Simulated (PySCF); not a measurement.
# C₄H₁₀FNSi₂: what the fields show

The calculation's input:

```
{"job": {"kind": "uv", "xc": "PBE0", "basis": "def2-SVPD", "dynamic": true, "nstates": 6, "ntriplets": 0}, "charge": 0, "multiplicity": 1}
C      2.092365    -0.126269    -1.242712
C      1.953406    -0.373258     0.065763
Si     0.493680     0.258096     1.049460
C     -0.846949    -1.055637     1.306247
C     -1.775995    -1.024167     0.075295
Si    -1.894472     0.739620    -0.560669
F     -1.847363     0.750813    -2.194256
N     -0.456040     1.401682     0.121279
H      1.359318     0.481366    -1.786718
H      2.933140    -0.516216    -1.827871
H      2.715764    -0.989421     0.562665
H      0.981691     0.843694     2.337107
H     -1.407320    -0.780237     2.216074
H     -0.433509    -2.061252     1.485371
H     -1.329800    -1.600452    -0.754949
H     -2.757346    -1.482627     0.276012
H     -3.125625     1.512588    -0.238523
H     -0.144669     2.350461    -0.055464
```

Command:

```sh
OMP_NUM_THREADS=1 python probes_run.py task.json out
```

Geometry: PBE0-D3(BJ)/def2-SVP.

The calculation used PBE0/def2-SVPD, SCF density, gas phase (PySCF).

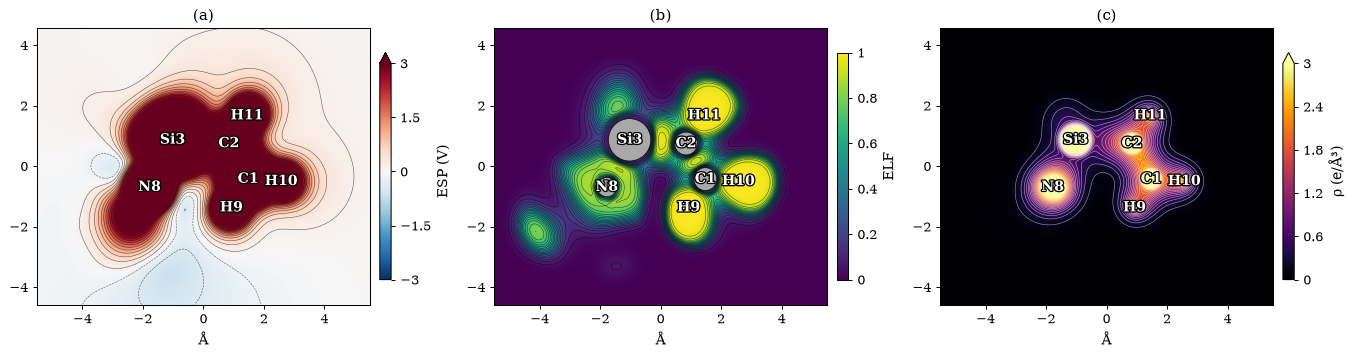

Figure 1. (a) molecular electrostatic potential; (b) electron localisation function; (c) total electron density on the plane of atoms H9, C1 and H10. Grey discs cover the atomic cores in the ELF map.

What does the map show?

- The plane passes through C, Si, N and H nuclei.
- C–C (1.34 Å): ρ at the midpoint is about 2.2 e/Å³; the ELF peaks at about 0.90 between the atoms: a short, multiple covalent bond.
- Si–N (1.75 Å): the density is about 1 e/Å³ at the midpoint; the ELF peaks at about 0.90 between the atoms; a polar covalent bond.
- C–Si (1.87 Å): the density is about 0.97 e/Å³ at the midpoint; the ELF peaks at about 0.95 between the atoms; a shared electron pair.
- C–H (1.10 Å): the density is about 1.9 e/Å³ at the midpoint; the ELF climbs to about 1 towards the hydrogen, as it does in any bond to H: a covalent bond by its length.
- Outside the dense part of the molecule the potential is most negative (−0.6 V) near F7, which lies off the plane.

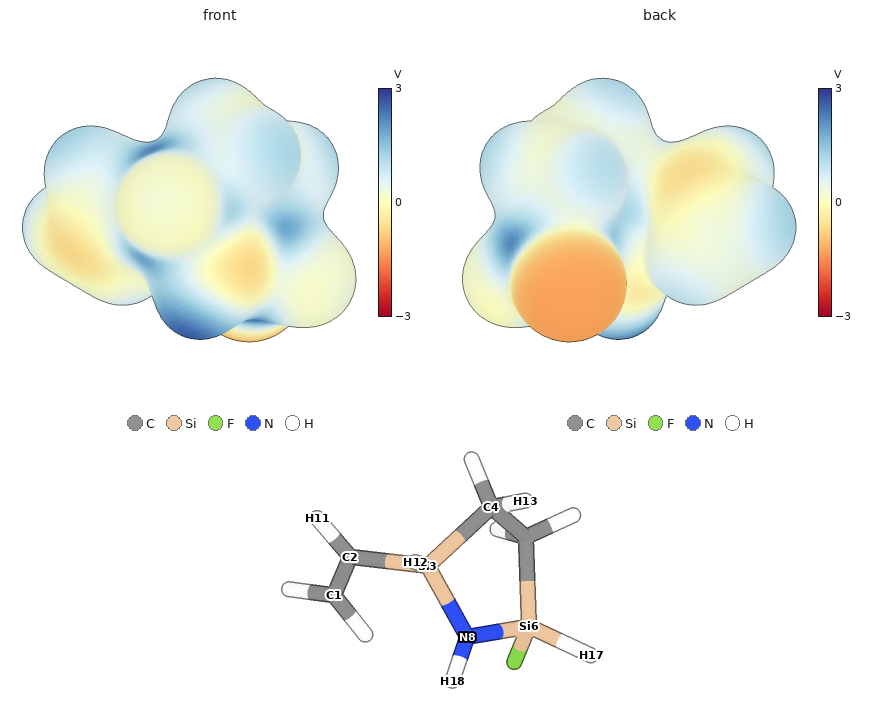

Figure 2. The electrostatic potential painted on the density surface at 0.004 e/bohr³, seen from the front and from behind; the colour scale runs from red (negative) to blue (positive). The bare structure is drawn below in the same view.

Which sites attract a positive test charge, and which a negative one?

A positive charge is drawn to the negative regions and a negative charge to the positive ones. The most negative region (about −1.3 V) lies over F7, the most positive (about +2.4 V) over H18.
